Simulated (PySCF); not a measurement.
# ScN₂H₄Cl: energy and gradient calculation

ScN₂H₄Cl, SMILES [NH2][Sc]([NH2])[Cl], computed with MP2/def2-TZVP, RHF (PySCF 2.14.0).

The geometry comes from this level: PBE0-D4/def2-TZVP.

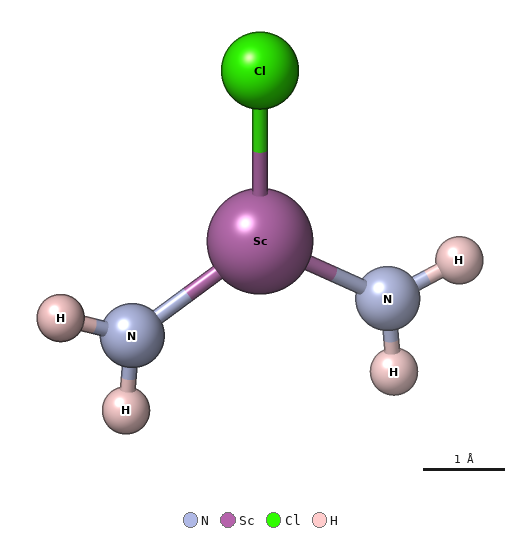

*The input geometry (ball-and-stick view, seen at a tilt). Sticks mark near contacts.*

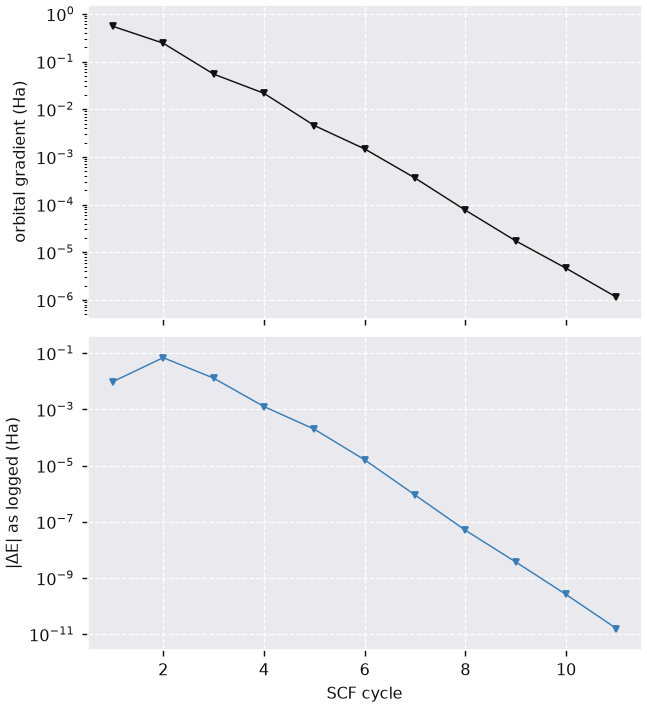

*Convergence of the self-consistent field: orbital gradient and size of the energy change against the SCF cycle.*

The residual falls at every step.

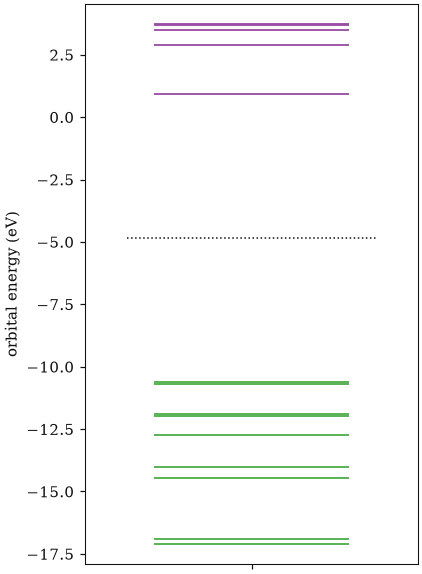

*Orbital energies near the frontier (SCF reference); the dotted line parts filled from empty levels, and levels within 0.02 eV of each other stand side by side.*

Highest filled −10.63 eV, lowest empty 0.92 eV, 11.55 eV apart.

These pictures come from the run below.

The input (input.py)
```python
from pyscf import gto, mp

molecule = gto.Mole()
molecule.atom = [
    ('N', (0.262000, 1.539800, -0.713500)),
    ('Sc', (0.557400, -0.111300, 0.316500)),
    ('N', (-0.906900, -1.426500, 0.304400)),
    ('Cl', (2.536400, -0.489100, 1.487600)),
    ('H', (0.913200, 2.309700, -0.807500)),
    ('H', (-0.566200, 1.776200, -1.246100)),
    ('H', (-0.911300, -2.320000, 0.781200)),
    ('H', (-1.792500, -1.335900, -0.178200)),
]
molecule.verbose = 4
molecule.spin = 0
molecule.max_memory = 1860
molecule.basis = 'def2-tzvp'
molecule.build()

hf = molecule.RHF()
hf.conv_tol = 1e-10
hf.kernel()
if not hf.converged:
    hf = hf.newton().run(hf.mo_coeff, hf.mo_occ)

pt = mp.MP2(hf, frozen=12).run()
energy = pt.e_tot
print('E = %.10f Eh' % energy)
grad = pt.nuc_grad_method().kernel()
hf.analyze()
```

Command:
```bash
OMP_NUM_THREADS=1 python input.py
```

What the program printed
```
PySCF version 2.14.0

[INPUT] num. atoms = 8
[INPUT] num. electrons = 56
[INPUT] charge = 0
[INPUT] spin (= nelec alpha-beta = 2S) = 0
[INPUT] symmetry False subgroup None
[INPUT] Mole.unit = angstrom
[INPUT] Symbol           X                Y                Z      unit          X                Y                Z       unit  Magmom
[INPUT]  1 N      0.262000000000   1.539800000000  -0.713500000000 AA    0.495108244636   2.909800286605  -1.348319589877 Bohr   0.0
[INPUT]  2 Sc     0.557400000000  -0.111300000000   0.316500000000 AA    1.053333341833  -0.210326517664   0.598098318425 Bohr   0.0
[INPUT]  3 N     -0.906900000000  -1.426500000000   0.304400000000 AA   -1.713792622368  -2.695694316692   0.575232632318 Bohr   0.0
[INPUT]  4 Cl     2.536400000000  -0.489100000000   1.487600000000 AA    4.793101342347  -0.924265047525   2.811156582903 Bohr   0.0
[INPUT]  5 H      0.913200000000   2.309700000000  -0.807500000000 AA    1.725697896953   4.364700429908  -1.525953845586 Bohr   0.0
[INPUT]  6 H     -0.566200000000   1.776200000000  -1.246100000000 AA   -1.069962931729   3.356531542452  -2.354787723821 Bohr   0.0
[INPUT]  7 H     -0.911300000000  -2.320000000000   0.781200000000 AA   -1.722107417316  -4.384164608991   1.476254048510 Bohr   0.0
[INPUT]  8 H     -1.792500000000  -1.335900000000  -0.178200000000 AA   -3.387334078283  -2.524485129806  -0.336749195397 Bohr   0.0

nuclear repulsion = 245.762701488653
number of shells = 66
number of NR pGTOs = 279
number of NR cGTOs = 168
basis = def2-tzvp
ecp = {}

******** <class 'pyscf.scf.hf.RHF'> ********
method = RHF
initial guess = minao
damping factor = 0
level_shift factor = 0
DIIS = <class 'pyscf.scf.diis.CDIIS'>
diis_start_cycle = 1
diis_space = 8
diis_damp = 0
SCF conv_tol = 1e-10
SCF conv_tol_grad = None
SCF max_cycles = 50
direct_scf = True
direct_scf_tol = 1e-13
Set gradient conv threshold to 1e-05
Initial guess from minao.
init E= -1330.63339224454
  HOMO = -0.354797065362222  LUMO = -0.137778858217658  gap/eV = 5.90537
cycle= 1 E= -1330.64301462017  delta_E= -0.00962  |g|= 0.549  |ddm|= 2.62
  HOMO = -0.340132204516208  LUMO = 0.0496260270141278  gap/eV = 10.60586
cycle= 2 E= -1330.71180267713  delta_E= -0.0688  |g|= 0.243  |ddm|= 0.638
  HOMO = -0.402323667909794  LUMO = 0.0328044517265127  gap/eV = 11.84044
cycle= 3 E= -1330.72468727876  delta_E= -0.0129  |g|= 0.0546  |ddm|= 0.166
  HOMO = -0.390749525545176  LUMO = 0.0322947089263934  gap/eV = 11.51162
cycle= 4 E= -1330.72594272593  delta_E= -0.00126  |g|= 0.0216  |ddm|= 0.0625
  HOMO = -0.390761903065292  LUMO = 0.0340582671659604  gap/eV = 11.55995
cycle= 5 E= -1330.72614013725  delta_E= -0.000197  |g|= 0.00455  |ddm|= 0.0288
  HOMO = -0.390759377557053  LUMO = 0.0336651012110636  gap/eV = 11.54918
cycle= 6 E= -1330.72615613009  delta_E= -1.6e-05  |g|= 0.00147  |ddm|= 0.00843
  HOMO = -0.390669480290651  LUMO = 0.0337358112126154  gap/eV = 11.54866
cycle= 7 E= -1330.72615702916  delta_E= -8.99e-07  |g|= 0.000361  |ddm|= 0.00201
  HOMO = -0.390700431435927  LUMO = 0.0337101043988497  gap/eV = 11.54880
cycle= 8 E= -1330.72615707913  delta_E= -5e-08  |g|= 7.63e-05  |ddm|= 0.000583
  HOMO = -0.390699358513142  LUMO = 0.0337125472530744  gap/eV = 11.54884
cycle= 9 E= -1330.72615708285  delta_E= -3.72e-09  |g|= 1.73e-05  |ddm|= 0.000178
  HOMO = -0.390697930688588  LUMO = 0.0337124049064812  gap/eV = 11.54879
cycle= 10 E= -1330.72615708311  delta_E= -2.59e-10  |g|= 4.61e-06  |ddm|= 4.23e-05
  HOMO = -0.390697640780337  LUMO = 0.0337122946657828  gap/eV = 11.54878
cycle= 11 E= -1330.72615708313  delta_E= -1.59e-11  |g|= 1.14e-06  |ddm|= 1.04e-05
  HOMO = -0.390697700708004  LUMO = 0.0337122857640395  gap/eV = 11.54878
Extra cycle  E= -1330.72615708313  delta_E= -1.14e-12  |g|= 5.24e-07  |ddm|= 1.77e-06
converged SCF energy = -1330.72615708313

******** <class 'pyscf.mp.mp2.RMP2'> ********
nocc = 16, nmo = 156
frozen orbitals 12
E(RMP2) = -1331.61816241847  E_corr = -0.892005335344576
E(SCS-RMP2) = -1331.5929014148  E_corr = -0.866744331673708
E_corr(same-spin) = -0.234994697007442
E_corr(oppo-spin) = -0.657010638337134
E = -1331.6181624185 Eh
--------------- RMP2 gradients ---------------
         x                y                z
0 N     0.0003236953    -0.0013917058     0.0009087610
1 Sc    -0.0039265576     0.0007293810    -0.0023136259
2 N     0.0012966059     0.0011299349     0.0000331434
3 Cl    -0.0006234162     0.0001199065    -0.0003715272
4 H    -0.0011007302    -0.0018268854     0.0004396910
5 H     0.0015784972    -0.0009331329     0.0012707899
6 H     0.0003854942     0.0019406715    -0.0008522252
7 H     0.0020664114     0.0002318302     0.0008849930
----------------------------------------------
**** SCF Summaries ****
Total Energy =                       -1330.726157083129692
Nuclear Repulsion Energy =             245.762701488652539
One-electron Energy =                -2317.473099231218384
Two-electron Energy =                  740.984240659436068
Two-electron Coulomb Energy =          821.407285593398910
DFT Exchange-Correlation Energy =      -80.423044933962842
HOMO-LUMO gap [eV] =                    11.548783972633757
**** MO energy ****
MO #1   energy= -165.94758195447   occ= 2
MO #2   energy= -104.782274665712  occ= 2
MO #3   energy= -19.1545058617026  occ= 2
MO #4   energy= -15.7409127165347  occ= 2
MO #5   energy= -15.7405688667065  occ= 2
MO #6   energy= -15.7405015165248  occ= 2
MO #7   energy= -15.5165109733652  occ= 2
MO #8   energy= -15.5165036011874  occ= 2
MO #9   energy= -10.5124160716067  occ= 2
MO #10  energy= -7.97878044140437  occ= 2
MO #11  energy= -7.97840239604697  occ= 2
MO #12  energy= -7.97837285464829  occ= 2
MO #13  energy= -2.62712468227566  occ= 2
MO #14  energy= -1.63719233156255  occ= 2
MO #15  energy= -1.63708043689976  occ= 2
MO #16  energy= -1.63504983472916  occ= 2
MO #17  energy= -1.08962062301156  occ= 2
MO #18  energy= -1.08238136140475  occ= 2
MO #19  energy= -1.03213451229015  occ= 2
MO #20  energy= -0.628691784065214 occ= 2
MO #21  energy= -0.620695241742094 occ= 2
MO #22  energy= -0.531366964623664 occ= 2
MO #23  energy= -0.514769141657444 occ= 2
MO #24  energy= -0.468602988100819 occ= 2
MO #25  energy= -0.439349312495047 occ= 2
MO #26  energy= -0.436928460391218 occ= 2
MO #27  energy= -0.393291612837862 occ= 2
MO #28  energy= -0.390697700708004 occ= 2
MO #29  energy= 0.0337122857640395 occ= 0
MO #30  energy= 0.106343061657522  occ= 0
MO #31  energy= 0.128956417981286  occ= 0
MO #32  energy= 0.134963090647855  occ= 0
MO #33  energy= 0.13718659359106   occ= 0
MO #34  energy= 0.139165150051872  occ= 0
MO #35  energy= 0.153076951265539  occ= 0
MO #36  energy= 0.157500487505861  occ= 0
MO #37  energy= 0.158422666065728  occ= 0
MO #38  energy= 0.162892748631627  occ= 0
MO #39  energy= 0.167969980845203  occ= 0
MO #40  energy= 0.172234762899793  occ= 0
MO #41  energy= 0.185269519995348  occ= 0
MO #42  energy= 0.200372004373769  occ= 0
MO #43  energy= 0.249657341716109  occ= 0
MO #44  energy= 0.291916012490331  occ= 0
MO #45  energy= 0.312693511420216  occ= 0
MO #46  energy= 0.358531810387406  occ= 0
MO #47  energy= 0.368099306730504  occ= 0
MO #48  energy= 0.488527341517999  occ= 0
MO #49  energy= 0.494619743896655  occ= 0
MO #50  energy= 0.514025714516484  occ= 0
MO #51  energy= 0.524480967631468  occ= 0
MO #52  energy= 0.529477515436206  occ= 0
MO #53  energy= 0.552528589282612  occ= 0
MO #54  energy= 0.566751045911911  occ= 0
MO #55  energy= 0.591617730541715  occ= 0
MO #56  energy= 0.600630514377261  occ= 0
MO #57  energy= 0.607558646983839  occ= 0
MO #58  energy= 0.62402652641011   occ= 0
MO #59  energy= 0.62598723177527   occ= 0
MO #60  energy= 0.64938451298486   occ= 0
MO #61  energy= 0.664964292659965  occ= 0
MO #62  energy= 0.689551718395077  occ= 0
MO #63  energy= 0.695609664237964  occ= 0
MO #64  energy= 0.697425255025984  occ= 0
MO #65  energy= 0.725856431031609  occ= 0
MO #66  energy= 0.736024807330339  occ= 0
MO #67  energy= 0.757069215122898  occ= 0
MO #68  energy= 0.776693905949858  occ= 0
MO #69  energy= 0.79351301642594   occ= 0
MO #70  energy= 0.825535147105847  occ= 0
MO #71  energy= 0.947981840457906  occ= 0
MO #72  energy= 1.00791807114781   occ= 0
MO #73  energy= 1.04012943593795   occ= 0
MO #74  energy= 1.07554975680544   occ= 0
MO #75  energy= 1.10151677913713   occ= 0
MO #76  energy= 1.11349245309549   occ= 0
MO #77  energy= 1.14421777978407   occ= 0
MO #78  energy= 1.17936229651907   occ= 0
MO #79  energy= 1.20871831687356   occ= 0
MO #80  energy= 1.21596411986553   occ= 0
MO #81  energy= 1.32091471852311   occ= 0
MO #82  energy= 1.34515611478514   occ= 0
MO #83  energy= 1.37328144803894   occ= 0
MO #84  energy= 1.37570676650418   occ= 0
MO #85  energy= 1.46440255745074   occ= 0
MO #86  energy= 1.50472716860479   occ= 0
MO #87  energy= 1.52871192713539   occ= 0
MO #88  energy= 1.58539223357118   occ= 0
MO #89  energy= 1.59542098907213   occ= 0
MO #90  energy= 1.62401576535674   occ= 0
MO #91  energy= 1.65949894772465   occ= 0
MO #92  energy= 1.68003640982606   occ= 0
MO #93  energy= 1.8243824600471    occ= 0
MO #94  energy= 1.85505130634351   occ= 0
MO #95  energy= 1.86238953837624   occ= 0
MO #96  energy= 1.90330108688197   occ= 0
MO #97  energy= 1.93951470464912   occ= 0
MO #98  energy= 2.04490015244612   occ= 0
MO #99  energy= 2.061347666707     occ= 0
MO #100 energy= 2.12214146426816   occ= 0
MO #101 energy= 2.13802969387178   occ= 0
MO #102 energy= 2.14967649461414   occ= 0
MO #103 energy= 2.18126938934516   occ= 0
MO #104 energy= 2.18344736614342   occ= 0
MO #105 energy= 2.21036700949554   occ= 0
MO #106 energy= 2.21117302703722   occ= 0
MO #107 energy= 2.22914114573389   occ= 0
MO #108 energy= 2.24154222699849   occ= 0
MO #109 energy= 2.270062643859     occ= 0
MO #110 energy= 2.27967061093769   occ= 0
MO #111 energy= 2.29640732401149   occ= 0
MO #112 energy= 2.30715760831299   occ= 0
MO #113 energy= 2.44160683766113   occ= 0
MO #114 energy= 2.44189222314422   occ= 0
MO #115 energy= 2.45979867187636   occ= 0
MO #116 energy= 2.46549033114947   occ= 0
MO #117 energy= 2.5205206373382    occ= 0
MO #118 energy= 2.55256783191424   occ= 0
MO #119 energy= 2.57070495254067   occ= 0
MO #120 energy= 2.61469328527353   occ= 0
MO #121 energy= 2.62023795725454   occ= 0
MO #122 energy= 2.6467737460629    occ= 0
MO #123 energy= 2.65381551417219   occ= 0
MO #124 energy= 2.6558562887123    occ= 0
MO #125 energy= 2.67440762053878   occ= 0
MO #126 energy= 2.68985364303988   occ= 0
MO #127 energy= 2.81348601699841   occ= 0
MO #128 energy= 2.83769047703716   occ= 0
MO #129 energy= 2.84620458308443   occ= 0
MO #130 energy= 2.96053639101963   occ= 0
MO #131 energy= 3.00316031575133   occ= 0
MO #132 energy= 3.16427750970407   occ= 0
MO #133 energy= 3.2520989102748    occ= 0
MO #134 energy= 3.262908042051     occ= 0
MO #135 energy= 3.454753765615     occ= 0
MO #136 energy= 3.49589145315983   occ= 0
MO #137 energy= 3.64258043230667   occ= 0
MO #138 energy= 3.64334286781178   occ= 0
MO #139 energy= 4.36606809427087   occ= 0
MO #140 energy= 4.40958400471652   occ= 0
MO #141 energy= 4.61709921543092   occ= 0
MO #142 energy= 4.65549395459862   occ= 0
MO #143 energy= 4.65778312763674   occ= 0
MO #144 energy= 4.66515512630483   occ= 0
MO #145 energy= 4.6687794192338    occ= 0
MO #146 energy= 4.69691873039875   occ= 0
MO #147 energy= 4.80972122593216   occ= 0
MO #148 energy= 4.85004610377883   occ= 0
MO #149 energy= 5.03375581497501   occ= 0
MO #150 energy= 5.05847488723079   occ= 0
MO #151 energy= 5.15020942293852   occ= 0
MO #152 energy= 5.17494884846895   occ= 0
MO #153 energy= 5.18107179828683   occ= 0
MO #154 energy= 5.20768157050254   occ= 0
MO #155 energy= 5.41801061418179   occ= 0
MO #156 energy= 5.43189435196229   occ= 0
MO #157 energy= 5.43287812084313   occ= 0
MO #158 energy= 5.52553365880823   occ= 0
MO #159 energy= 5.79008581592046   occ= 0
MO #160 energy= 5.81939314947377   occ= 0
MO #161 energy= 6.08109681936842   occ= 0
MO #162 energy= 6.08582936368268   occ= 0
MO #163 energy= 11.5425057084792   occ= 0
MO #164 energy= 11.5785062313928   occ= 0
MO #165 energy= 11.6943736232052   occ= 0
MO #166 energy= 25.74598083202     occ= 0
MO #167 energy= 32.9831688077351   occ= 0
MO #168 energy= 33.0288824244691   occ= 0
 ** Mulliken pop on meta-lowdin orthogonal AOs  **
 ** Mulliken pop  **
pop of  0 N 1s            1.99999
pop of  0 N 2s            1.42106
pop of  0 N 3s            0.00518
pop of  0 N 4s            0.00106
pop of  0 N 5s            0.00006
pop of  0 N 2px           1.30362
pop of  0 N 2py           1.49108
pop of  0 N 2pz           1.63703
pop of  0 N 3px           0.00821
pop of  0 N 3py           0.01344
pop of  0 N 3pz           0.03187
pop of  0 N 4px           0.00102
pop of  0 N 4py           0.00091
pop of  0 N 4pz           0.00125
pop of  0 N 3dxy          0.00133
pop of  0 N 3dyz          0.00068
pop of  0 N 3dz^2         0.00079
pop of  0 N 3dxz          0.00132
pop of  0 N 3dx2-y2       0.00043
pop of  0 N 4dxy          0.00013
pop of  0 N 4dyz          0.00005
pop of  0 N 4dz^2         0.00007
pop of  0 N 4dxz          0.00008
pop of  0 N 4dx2-y2       0.00005
pop of  0 N 4f-3          0.00017
pop of  0 N 4f-2          0.00013
pop of  0 N 4f-1          0.00018
pop of  0 N 4f+0          0.00020
pop of  0 N 4f+1          0.00020
pop of  0 N 4f+2          0.00021
pop of  0 N 4f+3          0.00030
pop of  1 Sc 1s           2.00000
pop of  1 Sc 2s           1.99997
pop of  1 Sc 3s           1.99968
pop of  1 Sc 4s           0.28273
pop of  1 Sc 5s           0.00507
pop of  1 Sc 6s           0.00007
pop of  1 Sc 2px          2.00000
pop of  1 Sc 2py          2.00000
pop of  1 Sc 2pz          2.00000
pop of  1 Sc 3px          1.99876
pop of  1 Sc 3py          1.99820
pop of  1 Sc 3pz          1.99903
pop of  1 Sc 4px          0.01183
pop of  1 Sc 4py          0.01602
pop of  1 Sc 4pz          0.02665
pop of  1 Sc 5px          0.00201
pop of  1 Sc 5py          0.00156
pop of  1 Sc 5pz          0.00093
pop of  1 Sc 3dxy         0.25216
pop of  1 Sc 3dyz         0.21567
pop of  1 Sc 3dz^2        0.17757
pop of  1 Sc 3dxz         0.16032
pop of  1 Sc 3dx2-y2      0.23407
pop of  1 Sc 4dxy         0.00262
pop of  1 Sc 4dyz         0.00340
pop of  1 Sc 4dz^2        0.00365
pop of  1 Sc 4dxz         0.00230
pop of  1 Sc 4dx2-y2      0.00300
pop of  1 Sc 5dxy         0.00076
pop of  1 Sc 5dyz         0.00075
pop of  1 Sc 5dz^2        0.00062
pop of  1 Sc 5dxz         0.00083
pop of  1 Sc 5dx2-y2      0.00104
pop of  1 Sc 6dxy         0.00023
pop of  1 Sc 6dyz         0.00025
pop of  1 Sc 6dz^2        0.00026
pop of  1 Sc 6dxz         0.00027
pop of  1 Sc 6dx2-y2      0.00034
pop of  1 Sc 4f-3         0.00117
pop of  1 Sc 4f-2         0.00111
pop of  1 Sc 4f-1         0.00134
pop of  1 Sc 4f+0         0.00069
pop of  1 Sc 4f+1         0.00083
pop of  1 Sc 4f+2         0.00078
pop of  1 Sc 4f+3         0.00142
pop of  2 N 1s            1.99999
pop of  2 N 2s            1.42106
pop of  2 N 3s            0.00518
pop of  2 N 4s            0.00106
pop of  2 N 5s            0.00006
pop of  2 N 2px           1.43451
pop of  2 N 2py           1.42763
pop of  2 N 2pz           1.56957
pop of  2 N 3px           0.01139
pop of  2 N 3py           0.01189
pop of  2 N 3pz           0.03024
pop of  2 N 4px           0.00093
pop of  2 N 4py           0.00095
pop of  2 N 4pz           0.00130
pop of  2 N 3dxy          0.00013
pop of  2 N 3dyz          0.00139
pop of  2 N 3dz^2         0.00045
pop of  2 N 3dxz          0.00130
pop of  2 N 3dx2-y2       0.00128
pop of  2 N 4dxy          0.00002
pop of  2 N 4dyz          0.00007
pop of  2 N 4dz^2         0.00002
pop of  2 N 4dxz          0.00009
pop of  2 N 4dx2-y2       0.00018
pop of  2 N 4f-3          0.00016
pop of  2 N 4f-2          0.00011
pop of  2 N 4f-1          0.00011
pop of  2 N 4f+0          0.00017
pop of  2 N 4f+1          0.00010
pop of  2 N 4f+2          0.00065
pop of  2 N 4f+3          0.00010
pop of  3 Cl 1s           2.00000
pop of  3 Cl 2s           1.99995
pop of  3 Cl 3s           1.90826
pop of  3 Cl 4s           0.00178
pop of  3 Cl 5s           0.00011
pop of  3 Cl 2px          1.99999
pop of  3 Cl 2py          1.99999
pop of  3 Cl 2pz          1.99999
pop of  3 Cl 3px          1.86354
pop of  3 Cl 3py          1.92543
pop of  3 Cl 3pz          1.90065
pop of  3 Cl 4px          0.00127
pop of  3 Cl 4py          0.00236
pop of  3 Cl 4pz          0.00216
pop of  3 Cl 5px          0.00040
pop of  3 Cl 5py          0.00020
pop of  3 Cl 5pz          0.00027
pop of  3 Cl 6px          0.00005
pop of  3 Cl 6py          0.00011
pop of  3 Cl 6pz          0.00010
pop of  3 Cl 3dxy         0.00269
pop of  3 Cl 3dyz         0.00093
pop of  3 Cl 3dz^2        0.00220
pop of  3 Cl 3dxz         0.00430
pop of  3 Cl 3dx2-y2      0.00323
pop of  3 Cl 4dxy         0.00031
pop of  3 Cl 4dyz         0.00011
pop of  3 Cl 4dz^2        0.00026
pop of  3 Cl 4dxz         0.00029
pop of  3 Cl 4dx2-y2      0.00024
pop of  3 Cl 4f-3         0.00007
pop of  3 Cl 4f-2         0.00006
pop of  3 Cl 4f-1         0.00000
pop of  3 Cl 4f+0         0.00003
pop of  3 Cl 4f+1         0.00012
pop of  3 Cl 4f+2         0.00010
pop of  3 Cl 4f+3         0.00007
pop of  4 H 1s            0.76856
pop of  4 H 2s            0.00528
pop of  4 H 3s            0.00309
pop of  4 H 2px           0.00074
pop of  4 H 2py           0.00101
pop of  4 H 2pz           0.00113
pop of  5 H 1s            0.77137
pop of  5 H 2s            0.00498
pop of  5 H 3s            0.00305
pop of  5 H 2px           0.00094
pop of  5 H 2py           0.00061
pop of  5 H 2pz           0.00135
pop of  6 H 1s            0.76857
pop of  6 H 2s            0.00528
pop of  6 H 3s            0.00308
pop of  6 H 2px           0.00049
pop of  6 H 2py           0.00114
pop of  6 H 2pz           0.00126
pop of  7 H 1s            0.77136
pop of  7 H 2s            0.00498
pop of  7 H 3s            0.00305
pop of  7 H 2px           0.00111
pop of  7 H 2py           0.00053
pop of  7 H 2pz           0.00127
 ** Mulliken atomic charges  **
charge of    0N =     -0.92211
charge of    1Sc =      1.59005
charge of    2N =     -0.92210
charge of    3Cl =     -0.62163
charge of    4H =      0.22019
charge of    5H =      0.21770
charge of    6H =      0.22018
charge of    7H =      0.21771
Dipole moment(X, Y, Z, Debye): -2.59840,  0.49565, -1.53714
```

Results in brief

- outcome: converged
- total energy: −1331.618162 hartree
- SCF energy: −1330.726157 hartree
- correlation energy: −0.892005 hartree
- basis functions: 168
- largest force: 0.237 eV/Å
- HOMO of the SCF reference: −10.63 eV
- LUMO of the SCF reference: 0.92 eV
- hardware: 1 thread of Intel Xeon @ 2.50GHz (Skylake/Cascade Lake), 189 GiB of memory available, shared host
- wall time: 5.2 min
- peak memory: 1.8 GiB
